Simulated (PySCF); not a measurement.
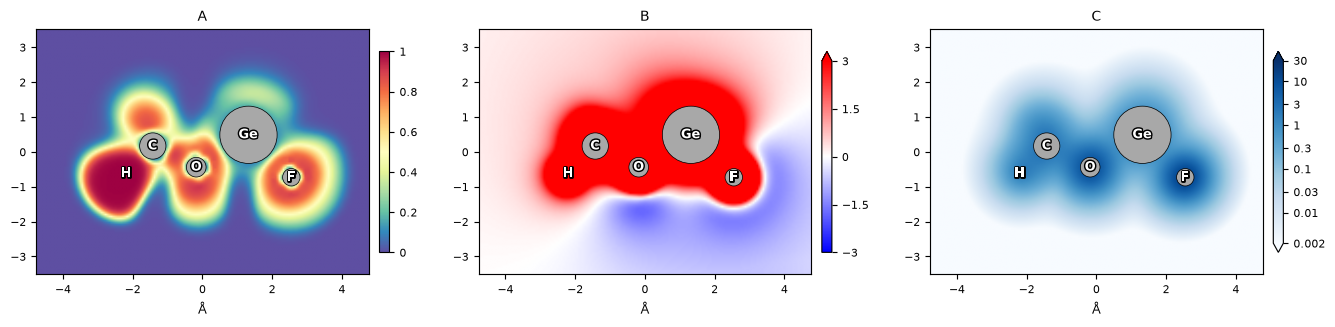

CH5FGeO (SMILES C[O][GeH2][F]): 3 fields on the plane of atoms O2, Ge3 and F4, with unlabelled colour scales. Grey discs cover the atomic cores.

Geometry: PBE0-D3(BJ)/def2-SVP.

Theory: CAM-B3LYP/def2-SVPD, SCF density, gas phase in PySCF 2.14.0.

> Match the panels to the quantities (electron density, electron localisation function and electrostatic potential).

Panel A: electron localisation function. Panel B: electrostatic potential (strongly positive close to the atoms, with negative regions outside electron-rich atoms). Panel C: electron density. From the grid: C–O (1.40 Å): the density is about 2.1 e/Å³ at the midpoint, with its minimum of 1.7 e/Å³ about 0.5 Å from C; the ELF peaks at about 0.90 between the atoms, as expected for a polar covalent bond. Ge–F (1.73 Å): the density is about 0.92 e/Å³ at the midpoint; the ELF peaks at about 0.80 in the valence shell of F, 0.5 Å from its nucleus, and is about 0.20 at the midpoint.
